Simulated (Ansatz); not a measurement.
## BSiH₆OF: geometry relaxation (part 1 of 2)

BSiH₆OF, computed with RKS PBE-D4/6-31G* (Ansatz 0.2.0).

It belongs to a series of runs on one base structure; here: end point B relaxed. Figures and captions count atoms from 1; the log counts them from 0 in places.

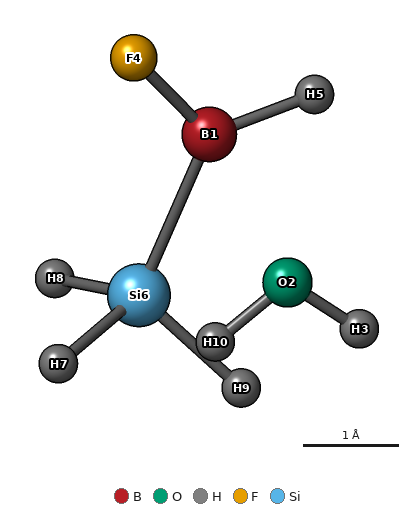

Fig. 1: The input geometry (ball-and-stick view, seen at a tilt; atoms are numbered from 1 in the order of the input).

**Input file**
```yaml
crystal:
  periodic: [false, false, false]
  atoms:
    - { symbol: B, position_ang: [0.144008, 0.42876, -0.362542] }
    - { symbol: O, position_ang: [-0.327971, -0.30037, 2.086232] }
    - { symbol: H, position_ang: [-1.268498, -0.072933, 2.236116] }
    - { symbol: F, position_ang: [1.316508, -0.199076, -0.541336] }
    - { symbol: H, position_ang: [-0.84457, -0.108077, -0.823877] }
    - { symbol: Si, position_ang: [0.136173, 2.235605, 0.448674] }
    - { symbol: H, position_ang: [1.076617, 2.32748, 1.630678] }
    - { symbol: H, position_ang: [0.56085, 3.331967, -0.493143] }
    - { symbol: H, position_ang: [-1.223939, 2.627462, 0.970394] }
    - { symbol: H, position_ang: [0.155722, 0.483884, 2.456505] }
basis:
  gaussian: { orbitals: "6-31G*" }
hamiltonian:
  xc: pbe
  dispersion: d4
relax:
  f_tol: 0.03
  max_steps: 50
output:
  orbitals: {}
```

Hardware: 1 thread of Intel Xeon (Granite Rapids), 32 GiB of memory available, shared host.

Command:
```bash
ansatz run input.yaml --threads 1 --pin off --max-ram 2048MiB --backend cpu --events-out ev --progress --plain --runs-dir out
```

**Output**
```
The last accepted step is kept in [file] (removed where the run ends without a failure and the disk answers)
Engine: ansatz 0.2.0, x86_64-unknown-linux-gnu
Functional definition: PBE
  parameter kappa = 0.804
  parameter beta = 0.06672455060314922
  exchange = pbe_x(kappa = kappa, mu = beta*pi^2/3)
  correlation = pbe_c(beta = beta)
886 factors; their error is unknown
mean field evaluation 1: about -13400.1228 eV, gradient 5.2e1 eV
mean field evaluation 2: about -13377.2990 eV, gradient 1.2e2 eV
mean field evaluation 4: about -13404.8797 eV, gradient 7.7e0 eV
mean field evaluation 8: about -13404.9755 eV, gradient 1.5e-1 eV
mean field evaluation 16: about -13404.9101 eV, gradient 5.0e-5 eV
mean field -13404.91012105 eV, -492.6213607740 hartree, gradient 5.0e-5 eV, S^2 0.000000; 0 other end points of the search recorded, 0 dependent functions left out
the calculation of the forces begins
reference -13404.91015284 eV, -492.6213619425 hartree; 21, 21 occupied and 55, 55 virtual orbitals, 886 factors
relax step   1: F+E_penalty+E_count = -13405.06478894 eV  Δ(F+E_penalty+E_count) = +0.000e0 eV  max|allowed force component| = 9.351e-1 eV/Å  Δτ_max = 0.0000 Å  (26 SCF iters, accepted)
these checks for a lower state are left out or cut short: starts, cluster_reference, orbital_swaps, neighbouring_geometries, increment
886 factors; their error is unknown
mean field -13404.87807290 eV, -492.6201830264 hartree, gradient 1.6e-5 eV, S^2 0.000000; 0 other end points of the search recorded, 0 dependent functions left out
the calculation of the forces begins
reference -13404.87810494 eV, -492.6201842037 hartree; 21, 21 occupied and 55, 55 virtual orbitals, 886 factors
relax step   2: F+E_penalty+E_count = -13405.03495506 eV  Δ(F+E_penalty+E_count) = +2.983e-2 eV  max|allowed force component| = 2.021e0 eV/Å  Δτ_max = 0.1903 Å  (33 SCF iters, rejected (line search))
these checks for a lower state are left out or cut short: starts, cluster_reference, orbital_swaps, neighbouring_geometries, increment
886 factors; their error is unknown
mean field evaluation 32: about -13404.9623 eV, gradient 2.6e-5 eV
mean field -13404.96232838 eV, -492.6232793582 hartree, gradient 2.6e-5 eV, S^2 0.000000; 0 other end points of the search recorded, 0 dependent functions left out
the calculation of the forces begins
reference -13404.96236035 eV, -492.6232805329 hartree; 21, 21 occupied and 55, 55 virtual orbitals, 886 factors
relax step   3: F+E_penalty+E_count = -13405.11818983 eV  Δ(F+E_penalty+E_count) = -5.340e-2 eV  max|allowed force component| = 7.067e-1 eV/Å  Δτ_max = 0.0927 Å  (28 SCF iters, accepted)
these checks for a lower state are left out or cut short: starts, cluster_reference, orbital_swaps, neighbouring_geometries, increment
886 factors; their error is unknown
mean field -13405.01968643 eV, -492.6253872277 hartree, gradient 1.7e-5 eV, S^2 0.000000; 0 other end points of the search recorded, 0 dependent functions left out
the calculation of the forces begins
reference -13405.01971855 eV, -492.6253884081 hartree; 21, 21 occupied and 55, 55 virtual orbitals, 886 factors
relax step   4: F+E_penalty+E_count = -13405.17735068 eV  Δ(F+E_penalty+E_count) = -5.916e-2 eV  max|allowed force component| = 6.563e-1 eV/Å  Δτ_max = 0.0975 Å  (28 SCF iters, accepted)
these checks for a lower state are left out or cut short: starts, cluster_reference, orbital_swaps, neighbouring_geometries, increment
886 factors; their error is unknown
mean field -13405.10818107 eV, -492.6286393456 hartree, gradient 7.0e-6 eV, S^2 0.000000; 0 other end points of the search recorded, 0 dependent functions left out
the calculation of the forces begins
reference -13405.10821363 eV, -492.6286405421 hartree; 21, 21 occupied and 55, 55 virtual orbitals, 886 factors
relax step   5: F+E_penalty+E_count = -13405.26692069 eV  Δ(F+E_penalty+E_count) = -8.957e-2 eV  max|allowed force component| = 4.203e-1 eV/Å  Δτ_max = 0.1477 Å  (28 SCF iters, accepted)
these checks for a lower state are left out or cut short: starts, cluster_reference, orbital_swaps, neighbouring_geometries, increment
886 factors; their error is unknown
mean field -13405.12336024 eV, -492.6291971698 hartree, gradient 7.9e-6 eV, S^2 0.000000; 0 other end points of the search recorded, 0 dependent functions left out
the calculation of the forces begins
reference -13405.12339290 eV, -492.6291983699 hartree; 21, 21 occupied and 55, 55 virtual orbitals, 886 factors
relax step   6: F+E_penalty+E_count = -13405.28425499 eV  Δ(F+E_penalty+E_count) = -1.733e-2 eV  max|allowed force component| = 5.304e-1 eV/Å  Δτ_max = 0.1959 Å  (28 SCF iters, accepted)
these checks for a lower state are left out or cut short: starts, cluster_reference, orbital_swaps, neighbouring_geometries, increment
886 factors; their error is unknown
mean field -13405.16215573 eV, -492.6306228776 hartree, gradient 1.9e-5 eV, S^2 0.000000; 0 other end points of the search recorded, 0 dependent functions left out
the calculation of the forces begins
reference -13405.16218847 eV, -492.6306240811 hartree; 21, 21 occupied and 55, 55 virtual orbitals, 886 factors
relax step   7: F+E_penalty+E_count = -13405.32132477 eV  Δ(F+E_penalty+E_count) = -3.707e-2 eV  max|allowed force component| = 1.814e-1 eV/Å  Δτ_max = 0.1057 Å  (28 SCF iters, accepted)
these checks for a lower state are left out or cut short: starts, cluster_reference, orbital_swaps, neighbouring_geometries, increment
886 factors; their error is unknown
mean field evaluation 64: about -13405.1718 eV, gradient 2.7e-4 eV
mean field -13405.17182812 eV, -492.6309783316 hartree, gradient 1.1e-5 eV, S^2 0.000000; 0 other end points of the search recorded, 0 dependent functions left out
the calculation of the forces begins
reference -13405.17186062 eV, -492.6309795260 hartree; 21, 21 occupied and 55, 55 virtual orbitals, 886 factors
relax step   8: F+E_penalty+E_count = -13405.33035606 eV  Δ(F+E_penalty+E_count) = -9.031e-3 eV  max|allowed force component| = 2.136e-1 eV/Å  Δτ_max = 0.2000 Å  (27 SCF iters, accepted)
these checks for a lower state are left out or cut short: starts, cluster_reference, orbital_swaps, neighbouring_geometries, increment
886 factors; their error is unknown
mean field -13405.17538096 eV, -492.6311088960 hartree, gradient 1.5e-5 eV, S^2 0.000000; 0 other end points of the search recorded, 0 dependent functions left out
the calculation of the forces begins
reference -13405.17541343 eV, -492.6311100895 hartree; 21, 21 occupied and 55, 55 virtual orbitals, 886 factors
relax step   9: F+E_penalty+E_count = -13405.33381488 eV  Δ(F+E_penalty+E_count) = -3.459e-3 eV  max|allowed force component| = 1.527e-1 eV/Å  Δτ_max = 0.0580 Å  (28 SCF iters, accepted)
these checks for a lower state are left out or cut short: starts, cluster_reference, orbital_swaps, neighbouring_geometries, increment
886 factors; their error is unknown
mean field -13405.17625010 eV, -492.6311408363 hartree, gradient 1.8e-5 eV, S^2 0.000000; 0 other end points of the search recorded, 0 dependent functions left out
the calculation of the forces begins
reference -13405.17628260 eV, -492.6311420307 hartree; 21, 21 occupied and 55, 55 virtual orbitals, 886 factors
relax step  10: F+E_penalty+E_count = -13405.33454252 eV  Δ(F+E_penalty+E_count) = -7.276e-4 eV  max|allowed force component| = 7.924e-2 eV/Å  Δτ_max = 0.0097 Å  (29 SCF iters, accepted)
these checks for a lower state are left out or cut short: starts, cluster_reference, orbital_swaps, neighbouring_geometries, increment
886 factors; their error is unknown
mean field -13405.17661410 eV, -492.6311542131 hartree, gradient 1.5e-5 eV, S^2 0.000000; 0 other end points of the search recorded, 0 dependent functions left out
the calculation of the forces begins
reference -13405.17664658 eV, -492.6311554067 hartree; 21, 21 occupied and 55, 55 virtual orbitals, 886 factors
relax step  11: F+E_penalty+E_count = -13405.33489972 eV  Δ(F+E_penalty+E_count) = -3.572e-4 eV  max|allowed force component| = 3.760e-2 eV/Å  Δτ_max = 0.0153 Å  (29 SCF iters, accepted)
these checks for a lower state are left out or cut short: starts, cluster_reference, orbital_swaps, neighbouring_geometries, increment
886 factors; their error is unknown
mean field -13405.17679776 eV, -492.6311609625 hartree, gradient 1.5e-5 eV, S^2 0.000000; 0 other end points of the search recorded, 0 dependent functions left out
the calculation of the forces begins
reference -13405.17683024 eV, -492.6311621559 hartree; 21, 21 occupied and 55, 55 virtual orbitals, 886 factors
relax step  12: F+E_penalty+E_count = -13405.33508084 eV  Δ(F+E_penalty+E_count) = -1.811e-4 eV  max|allowed force component| = 1.052e-2 eV/Å  Δτ_max = 0.0103 Å  (29 SCF iters, accepted)
886 factors; their error is unknown
mean field evaluation 96: about -13405.2440 eV, gradient 1.4e-1 eV
```

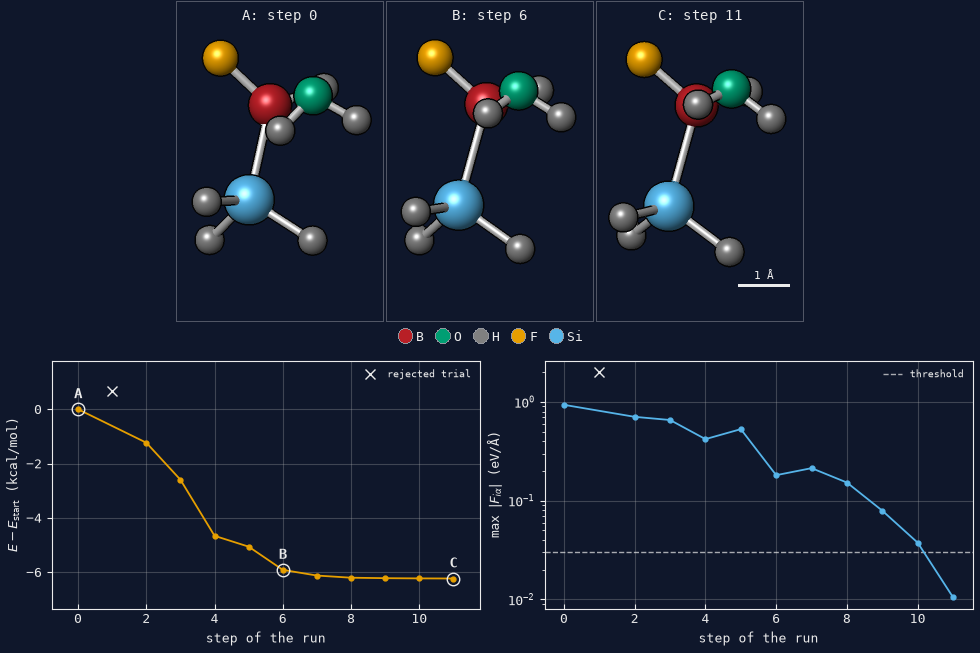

Fig. 2: Frames of the relaxation (ball-and-stick view, seen at a tilt) above the curves, on which the letters mark them (the first geometry is step 0 here and step 1 in the log).

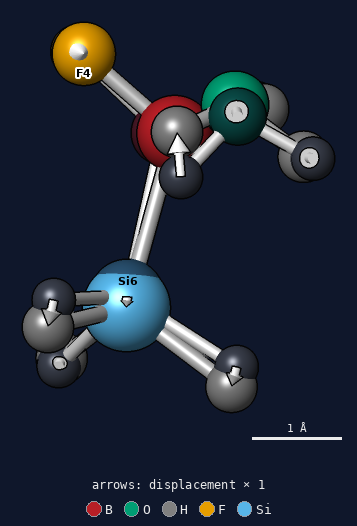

Fig. 3: Start (faint) and end (solid) with the displacements as white arrows, at true length (ball-and-stick view, seen at a tilt). The two geometries are laid on each other by the best rigid fit. Over 11 geometry steps the energy falls by 6.23 kcal/mol. The largest force component goes from 0.94 to 0.011 eV/Å. The line search rejected the trial step at point 1 (counted from 0) and went back. The atom that moves furthest after the best rigid fit is H10 (0.52 Å). By element the largest moves are H 0.52 Å, O 0.42 Å, B 0.42 Å, F 0.32 Å, Si 0.13 Å. Distances before and after: B1–Si6 1.981 → 2.060 Å, B1–F4 1.342 → 1.369 Å, O2–H10 0.993 → 0.984 Å, Si6–H9 1.509 → 1.513 Å. Among the angles that change: H5–B1–Si6 123.7° → 118.5°, F4–B1–Si6 119.0° → 115.8°, H3–O2–H10 103.1° → 105.6°. (Atoms are counted from 1 in the order of the input.)

```
mean field -13405.17679776 eV, -492.6311609625 hartree, gradient 1.5e-5 eV, S^2 0.000000; 1 other end points of the search recorded, 0 dependent functions left out
the calculation of the forces begins
reference -13405.17683024 eV, -492.6311621559 hartree; 21, 21 occupied and 55, 55 virtual orbitals, 886 factors
Total energy: -13405.33511331 eV, -492.6369789518 hartree
Atom 0 at     0.067386     0.348967     0.033275 Å, force     0.005136    -0.001842     0.003990 eV/Å
Atom 1 at    -0.311399    -0.371360     1.662971 Å, force     0.010520     0.000575     0.008021 eV/Å
Atom 2 at    -1.195810    -0.033503     1.925139 Å, force    -0.003439     0.003795     0.000527 eV/Å
Atom 3 at     1.280342    -0.227543    -0.231937 Å, force    -0.003008    -0.000802     0.003418 eV/Å
Atom 4 at    -0.902275    -0.093081    -0.553929 Å, force     0.000653     0.001410    -0.003378 eV/Å
Atom 5 at     0.111266     2.357976     0.486514 Å, force     0.003310     0.003709    -0.008940 eV/Å
Atom 6 at     1.054675     2.641013     1.639280 Å, force    -0.002012    -0.001095    -0.003945 eV/Å
Atom 7 at     0.531084     3.264822    -0.637355 Å, force    -0.002284     0.001165     0.002947 eV/Å
Atom 8 at    -1.231332     2.860234     0.969451 Å, force    -0.000885    -0.000356     0.005367 eV/Å
Atom 9 at     0.320964     0.007177     2.314292 Å, force    -0.007992    -0.006560    -0.008006 eV/Å
Dipole moment:    -0.309425    -0.190675     0.737794 e Å
```
